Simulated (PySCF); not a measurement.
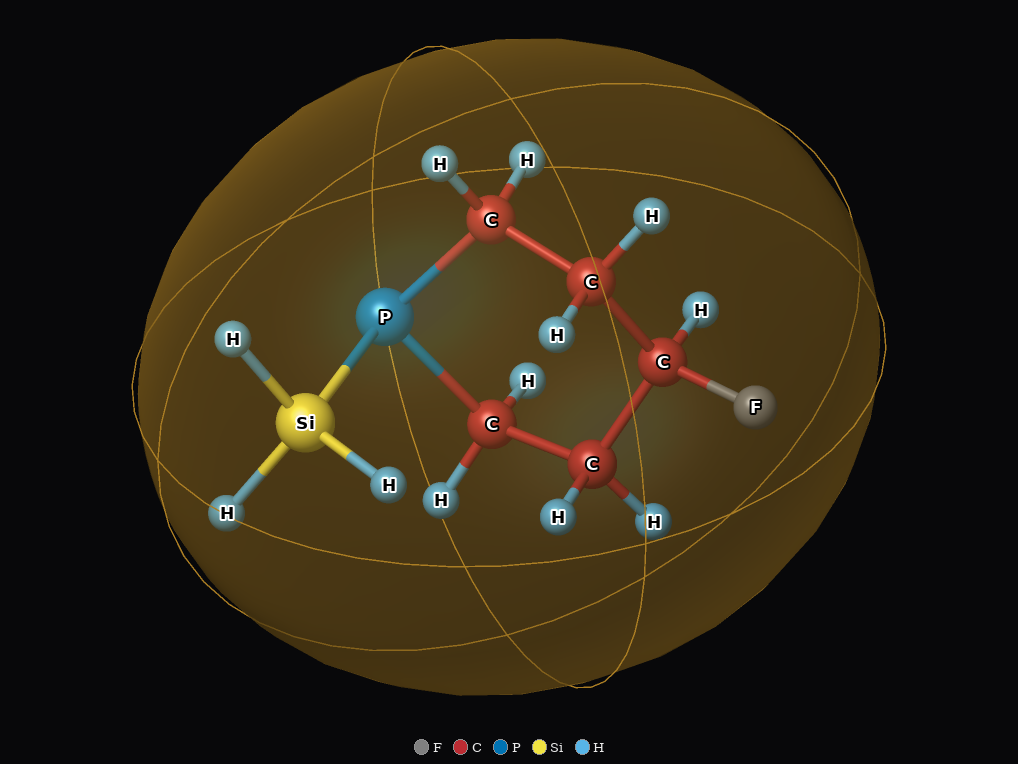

The ellipsoid shows the static dipole polarisability: its half-axes are proportional to the principal values. Computed geometry: PBE0-D3(BJ)/def2-SVP optimisation. No frequency run is at hand to confirm it as a minimum. Level of theory: PBE0/def2-SVPD (PySCF 2.14.0).

Give the principal values, the mean and the anisotropy.

Answer. Principal values 106.3, 107.4, 125.0 bohr³; mean 112.9 bohr³ (16.73 Å³); anisotropy 18.2 bohr³, so the longest axis is 1.18 times the shortest.
